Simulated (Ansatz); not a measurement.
```
Si Ni Ge
1.0
     7.62571    0.00000    0.00000
     0.00000    0.00000   -7.62571
     0.00000    7.62571    0.00000
Si Ni Ge
4 4 16
Cartesian
  3.8129 0.0000 -3.8129
  0.0000 3.8129 -3.8129
  0.0000 0.0000 0.0000
  3.8129 3.8129 0.0000
  5.7193 1.9064 -5.7193
  1.9064 5.7193 -5.7193
  1.9064 1.9064 -1.9064
  5.7193 5.7193 -1.9064
  0.9525 0.9525 -4.7654
  4.7654 4.7654 -4.7654
  4.7654 0.9525 -0.9525
  0.9525 4.7654 -0.9525
  2.8603 0.9525 -6.6732
  6.6732 4.7654 -6.6732
  6.6732 0.9525 -2.8603
  2.8603 4.7654 -2.8603
  2.8603 2.8603 -4.7654
  6.6732 6.6732 -4.7654
  6.6732 2.8603 -0.9525
  2.8603 6.6732 -0.9525
  0.9525 2.8603 -6.6732
  4.7654 6.6732 -6.6732
  4.7654 2.8603 -2.8603
  0.9525 6.6732 -2.8603
```

Space group F-43m; a structure generated by program, which may or may not match a known phase; computed without spin polarisation.

Computed with Ansatz 0.2.0, DFT PBE, scalar-relativistic, plane waves, PAW.

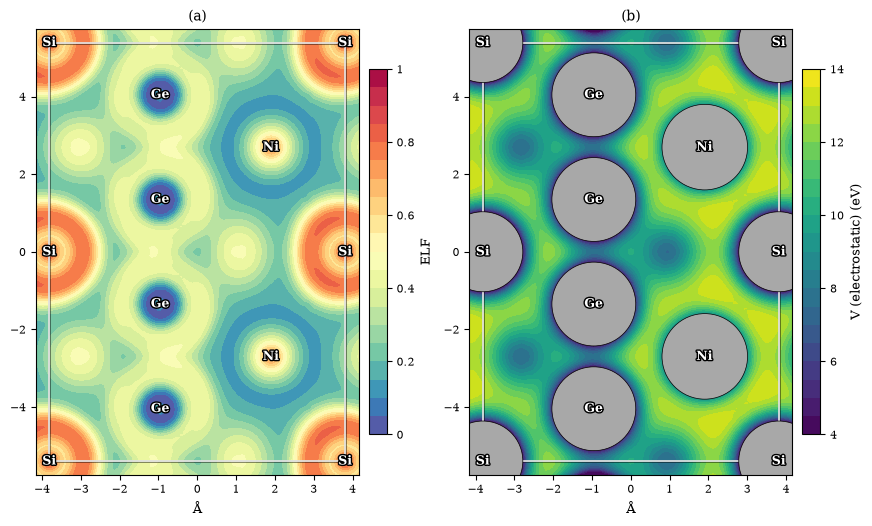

SiNiGe$_{4}$. (a) ELF; (b) electrostatic potential energy of an electron on the (101) plane of the conventional cell. Grey discs cover the atomic cores in the potential map.

Interpret the plot.

Atoms in the plane: Si, Ni and Ge.
Ge–Ge (2.70 Å): the ELF is about 0.45 at the midpoint.
Ni–Ge (3.16 Å): the ELF is about 0.25 at the midpoint: no shared electron pair shows on this line.
Si–Ge (3.16 Å): the ELF peaks at about 0.80 in the valence shell of Si, 0.9 Å from its nucleus, and drops to about 0.25 between the two atoms.
Si–Ni (3.30 Å): the ELF peaks at about 0.80 in the valence shell of Si, 0.9 Å from its nucleus, and drops to about 0.15 between the two atoms.
The features right at Ni lie inside the PAW spheres, where the map follows smoothed inner orbitals and isn't to be read closely.
Outside the cores the potential energy rises away from the atoms and is highest about 1.8 Å from the nearest atoms; its zero is arbitrary.
